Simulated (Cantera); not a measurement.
Feed: 1 mol TiO2, 3.1 mol H2, 0.12 mol H2O, at 5.25 Torr.

Method: chemical equilibrium by Gibbs-energy minimisation in Cantera with the NASA 1993 tables (ideal gas, pure condensed phases). Candidate condensed phases: H2O, Ti, TiO, TiO2, Ti2O3, Ti3O5, Ti4O7; 12 gas species. Mutual solubility and eutectic melting of coexisting phases are not modelled. Condensed phases not in the tables: Magnéli phases beyond Ti4O7. Kinetics and transport are ignored.

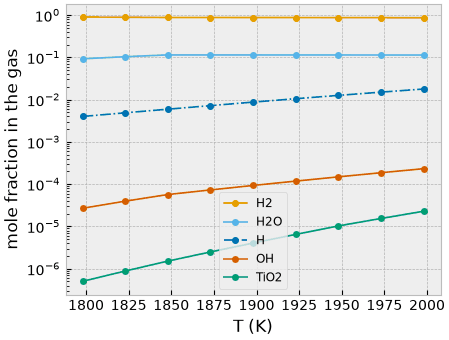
Figure. Equilibrium gas composition (values under 1e-9 drawn at 1e-9)

From 1798 K to 1823 K the condensed part is TiO2(rutile) + Ti4O7(s). From 1848 K to 1948 K the condensed part is Ti4O7(s). From 1973 K to 1998 K the condensed part is Ti4O7(l). The main Ti-bearing gas is TiO2 throughout.
